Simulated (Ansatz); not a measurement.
Consider H₆NSi₂ (charge +1).

```xyz
9

N    -0.9074    0.9757   -1.3061
Si    0.1969    0.8215   -0.0656
Si    0.5599   -1.2595    1.0278
H    -1.4801    0.2105   -1.6643
H    -1.0882    1.8536   -1.7969
H     0.8581    2.1187    0.2088
H     1.9990   -1.5370    0.7970
H    -0.3633   -2.2034    0.3534
H     0.2250   -0.9801    2.4459
```

These are results of Ansatz 0.2.0, RKS B3LYP/def2-SVP, not measurements.

> Predict the electron density and electron localisation function between the atoms.

Si–N (1.67 Å): ρ is about 1.2 e/Å³ halfway; the ELF peaks at about 0.90 between the atoms: a polar covalent bond.
Si–Si (2.38 Å): ρ at the midpoint is about 0.6 e/Å³, with its minimum of 0.54 e/Å³ about 1.5 Å from Si; the ELF peaks at about 1 between the atoms: localised, covalent bonding.
N–H (1.02 Å): the density is about 2.8 e/Å³ at the midpoint; the ELF climbs to about 1 towards the hydrogen, as it does in any bond to H: a covalent bond by its length.
Si–H (1.48 Å): ρ is about 0.82 e/Å³ halfway; the ELF climbs to about 1 towards the hydrogen.

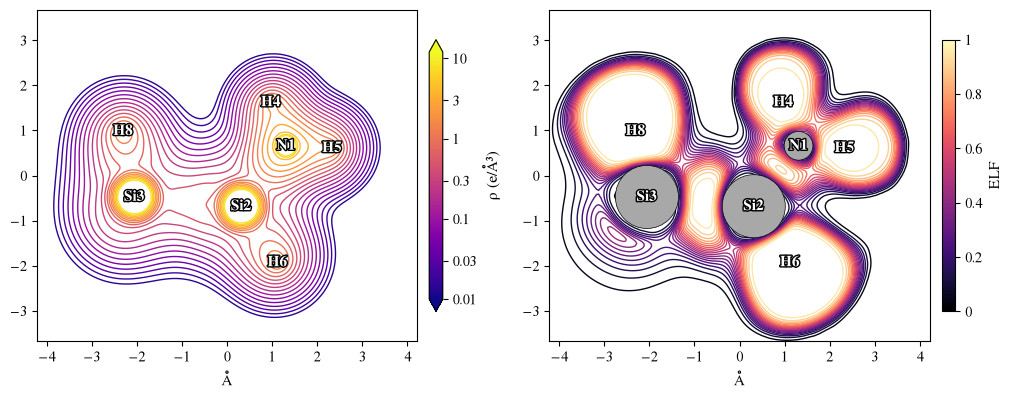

Computed electron density and electron localisation function on the plane of atoms Si3, Si2 and H6, in this order. Grey discs cover the atomic cores in the ELF map. 
